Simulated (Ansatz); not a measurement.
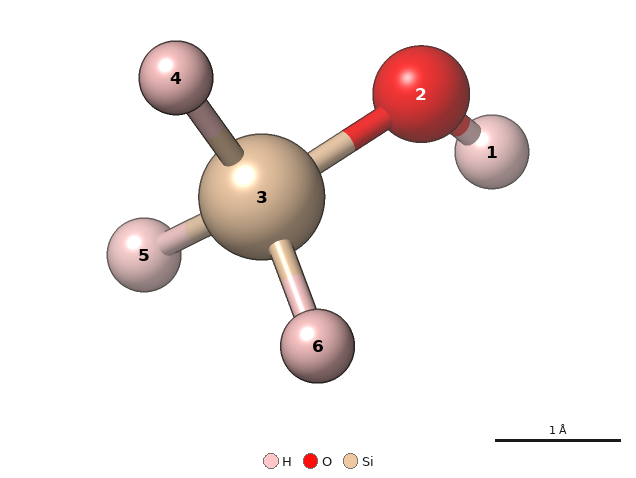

Orthographic view. Atoms fade into the background with distance from the viewer. Computed geometry: PBE0-D4/def2-TZVP optimisation.

Give the geometry as a Z-matrix, atoms in numerical order, with these reference atoms: 2 to 1; 3 to 2, 1; 4 to 3, 2, 1; 5 to 3, 4, 2; 6 to 3, 4, 5.

```
H  
O    1   0.958
Si   2   1.648   1   117.9
H    3   1.481   2   105.9   1  -179.7
H    3   1.489   4   109.9   2  -120.7
H    3   1.489   4   109.9   5  -118.5
```
